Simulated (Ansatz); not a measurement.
## Electronic structure of ClH6N3Zr···H2O in real space

The calculation's input:

```
crystal:
  periodic: [false, false, false]
  atoms:
    - { symbol: Zr, position_ang: [0.0, 0.0, 0.0] }
    - { symbol: O, position_ang: [0.0, 0.0, 2.42] }
    - { symbol: H, position_ang: [-0.9095, -0.2814, 2.7571] }
    - { symbol: "N", position_ang: [2.084, 0.0, -0.7359] }
    - { symbol: H, position_ang: [2.5823, -0.918, -0.9166] }
    - { symbol: H, position_ang: [2.5853, 0.918, -0.9082] }
    - { symbol: "N", position_ang: [-1.0409, 1.8034, -0.7359] }
    - { symbol: H, position_ang: [-2.061, 1.7482, -1.0186] }
    - { symbol: H, position_ang: [-0.5204, 2.7241, -0.8065] }
    - { symbol: "N", position_ang: [-1.0409, -1.8034, -0.7359] }
    - { symbol: H, position_ang: [-1.5759, -2.4197, -0.0595] }
    - { symbol: H, position_ang: [-1.0055, -2.0526, -1.7656] }
    - { symbol: Cl, position_ang: [1.0493, -2.4618, 0.8892] }
    - { symbol: H, position_ang: [0.5406, -1.2682, 2.1491] }
basis:
  gaussian: { orbitals: def2-SVP }
hamiltonian:
  xc: pbe
relax:
  f_tol: 0.15
  max_steps: 25
  restrain:
    - { distance: [0, 12], at: 2.52, k: 30.0 }
    - { distance: [13, 1], at: 1.01, k: 30.0 }
    - { distance: [0, 1], at: 3.27, k: 30.0 }
    - { distance: [13, 12], at: 2.57, k: 30.0 }
output:
  orbitals: {}
```

Launched as:

```sh
ansatz run input.yaml --threads 4 --pin off --max-ram 5120MiB --backend cpu --events-out ev --progress --plain --runs-dir out
```

The fields are those of the run's last geometry, not of the input's.

Core potentials replace the inner electrons of Zr; not at a stationary point (largest force 0.6 eV/Å).

All numbers below come from RKS PBE/def2-SVP in Ansatz 0.2.0.

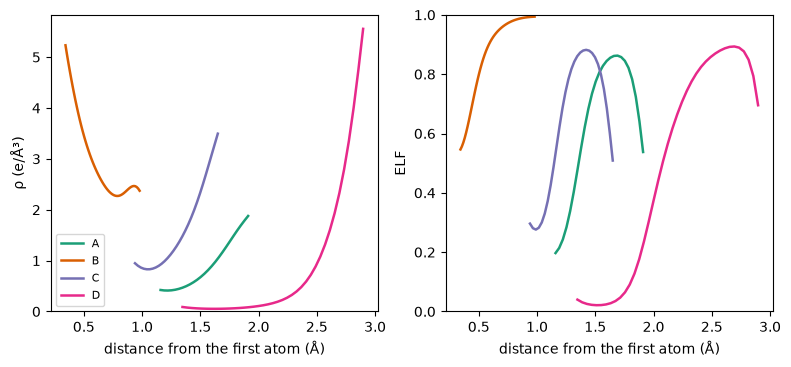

Figure 1. Electron density and ELF along straight lines between neighbouring atoms. The curves leave out the atomic cores.

Which curve belongs to which contact (O–H, Zr–Cl, Zr–N and Zr–O)? The first atom named is at distance zero.

Curve A: Zr–Cl (2.51 Å): ρ is about 0.42 e/Å³ halfway; the ELF peaks at about 0.85 in the valence shell of Cl, 0.8 Å from its nucleus, and is about 0.30 at the midpoint. Curve B: O–H (0.98 Å): ρ is about 3.5 e/Å³ halfway; the ELF climbs to about 1 towards the hydrogen, as it does in any bond to H: an ordinary covalent bond to hydrogen. Curve C: Zr–N (2.03 Å): ρ at the midpoint is about 0.84 e/Å³; the ELF peaks at about 0.90 in the valence shell of N, 0.6 Å from its nucleus, and drops to about 0.30 between the two atoms. Curve D: Zr1···O2 (3.26 Å): the density falls to about 0.05 e/Å³ on the way; the ELF dips to about 0 between them.

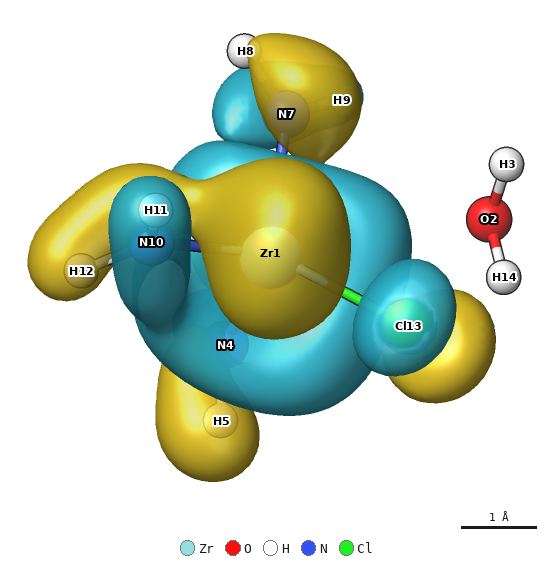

Figure 2. One frontier orbital at ±0.06 Å⁻³ᐟ² (yellow and cyan are the two phases), seen at a tilt.

Which orbital is it: HOMO or LUMO?

The LUMO, at −1.17 eV. It lies mainly on Zr1 (about 70 %), N10 (about 5 %) and Cl13 (about 5 %).
